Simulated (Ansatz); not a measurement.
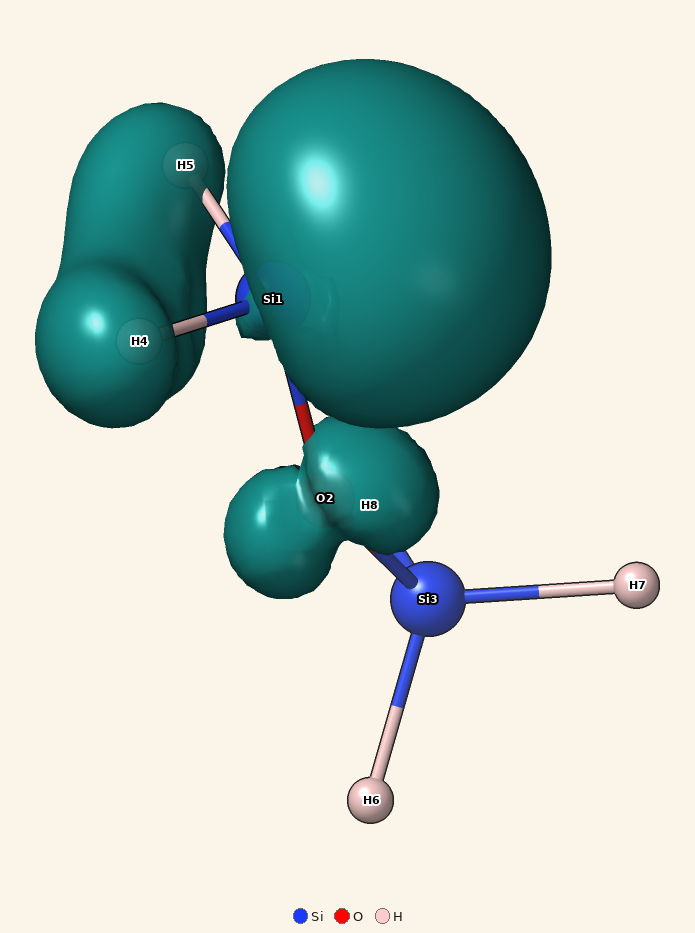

H5OSi2 (doublet). Isosurfaces of the spin density at +0.02 (teal) and −0.02 e/Å³ (pink), seen at an oblique angle.

Geometry: PBE0-D4/def2-TZVP.

All numbers below come from UKS PBE0-D4/def2-TZVPP (Ansatz 0.2.0).

| atom | x (Å) | y (Å) | z (Å) |
| --- | --- | --- | --- |
| Si | -1.2810 | 0.9333 | -0.8660 |
| O | -0.3528 | -0.2790 | -0.2763 |
| Si | 0.7649 | -0.7230 | 0.8360 |
| H | -1.9033 | 0.4579 | -2.1331 |
| H | -0.4397 | 2.1416 | -1.1198 |
| H | 1.2923 | -2.0541 | 0.4525 |
| H | 0.1382 | -0.8003 | 2.1805 |
| H | 1.8735 | 0.2665 | 0.8703 |

Q: Where is the unpaired spin?

A: The unpaired spin (1 electron) lies mostly on Si1 (about 0.8) and O2 (about 0.1), in electrons by Hirshfeld's partition. Only one sign reaches the isovalue.
